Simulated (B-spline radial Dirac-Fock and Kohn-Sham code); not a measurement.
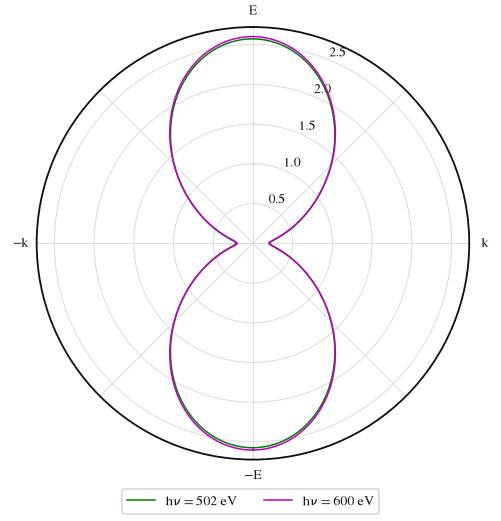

Fig. 1. Angular distribution of photoelectrons from M2 (3p1/2) in the plane of the polarisation E (up) and the photon direction k (right), relative to an isotropic one. It refers to neutral Ga. The calculation used a Dirac–Hartree–Slater potential; 1 + βP₂(cos θ) + (δ + γ cos²θ) sin θ cos φ with E1 and E1–E2 terms (a radial B-spline solver). Open shells are averaged over j.

At 502 eV, β = 1.573, γ = −0.017 and δ = 0.000. At 600 eV, β = 1.602, γ = −0.022 and δ = 0.001. At 600 eV the emission 45° forward of E is 0.99 times that 45° backward, and the lobe peaks 0° from E.
